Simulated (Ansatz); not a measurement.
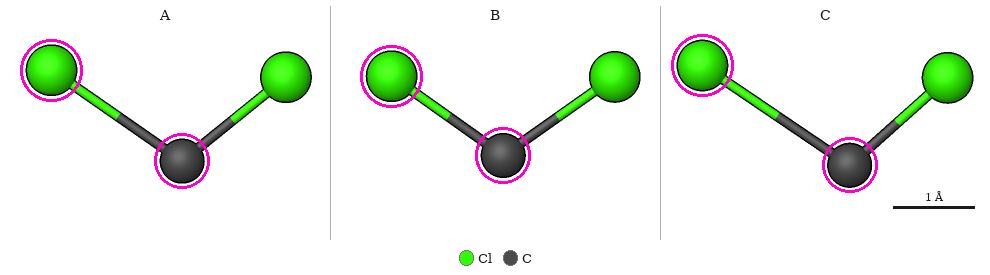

Energy scan for CCl2, in which one Cl–C bond length is varied, with all other coordinates relaxed. The picture is a ball-and-stick view, seen face on. The ringed atoms are those of the scanned coordinate.

Single-point energies from Ansatz with CCSD(T) in the def2-TZVPP basis, on geometries relaxed under the constraint at PBE0-D4/def2-TZVP. Coupled cluster with a frozen core. Energies are counted from the PBE0-D4/def2-TZVP minimum geometry at the same level.

> Rank the frames from lowest to highest energy.

Lowest first: B (the distance 1.708 Å, 0.000 eV), A (the distance 1.986 Å, 0.394 eV), C (the distance 2.220 Å, 0.997 eV). Over the whole scan: of the computed points the lowest is at the distance 1.708 Å, 0.000 eV. At the ends of the scan the energy is 0.982 eV (1.469 Å) and 0.997 eV (2.220 Å). The curvature at the lowest point is about 20 eV/Å² (3.3 mdyn/Å). The well is steeper on the short side, as for any bond. At 1.469 Å to 2.220 Å the mean-field solution behind CCSD(T) isn't stable (a lower one of broken symmetry exists), so those energies are less reliable. The T1 diagnostic reaches 0.024, so the single-reference result is less sure there.
